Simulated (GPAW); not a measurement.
# Polarising Sc2NS2 MXene monolayer with a field along the normal

The dipole of the cell at several fields, atoms fixed. What does the strongest field give, and what length does the slope stand for?

Set-up. GPAW 26.7.0, plane waves (500 eV), PAW setups, PBE, 12×12 mesh, a dipole layer in the vacuum; geometry relaxed without an applied field with GPAW. The cell's area is 9.45 Å², and e/ε0 = 180.95 V Å.

The runs, one held back:

| field (V/Å) | dipole (e Å) |
| --- | --- |
| −0.2 | −0.0819 |
| −0.1 | −0.0410 |
| −0.05 | −0.0205 |
| 0.05 | 0.0205 |
| 0.1 | 0.0410 |
| 0.2 | 0.0819 |
| 0.3 | ? |

Q: What is the dipole at 0.3 V/Å?

**Working.** A line through the 6 points has the slope α = 0.410 e Å per V/Å and the intercept p₀ = 0.0000 e Å (r.m.s. residual 2.8e−05). At 0.3 V/Å it gives p = 0.0000 + 0.410 × 0.3 = 0.1229 e Å; the run gives 0.1229 e Å, so the response stays linear to 0.0 % of the induced part. Dividing by ε0 and the area: α/(ε0 A) = 0.410 × 180.95 / 9.45 = 7.84 Å, against 5.91 Å between the outer nuclei.

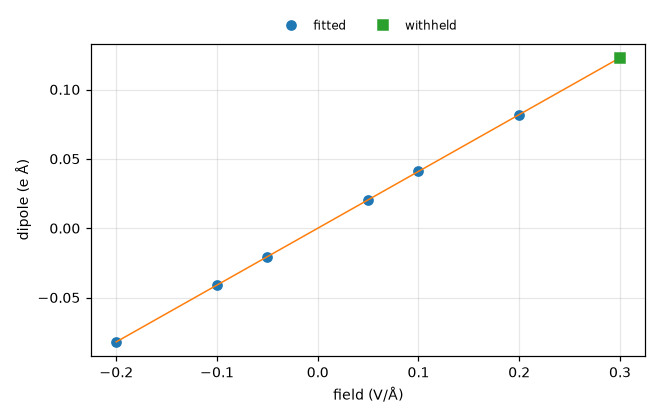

The line and the withheld run.

**Limits.** This is the electronic response alone; ions that move would add to it in polar layers. No run was spin-polarised, so magnetic states weren't tested.
